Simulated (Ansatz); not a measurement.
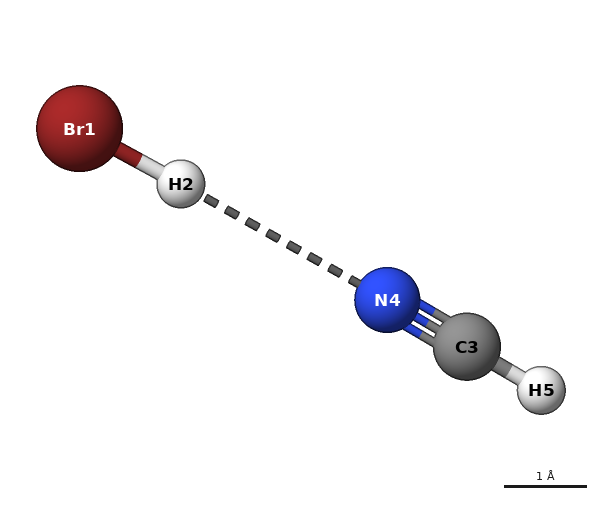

Two molecules or ions; the broken line marks their closest contact (measured against van der Waals radii). Geometry: a pair of rigid molecules at a changed separation. Program: Ansatz 0.2.0.

**Which two species are they?**

HBr and CHN (`Br.C#N`).

**How long is the contact?**

H2···N4 is 2.94 Å.

Give the counterpoise-corrected interaction energy (kcal/mol, monomers kept as in the pair) with RHF-CCSD(T) (frozen core)/def2-TZVPPD.

```json
{"level": "RHF-CCSD(T) (frozen core)/def2-TZVPPD", "interaction energy (kcal/mol)": "−2.3"}
```
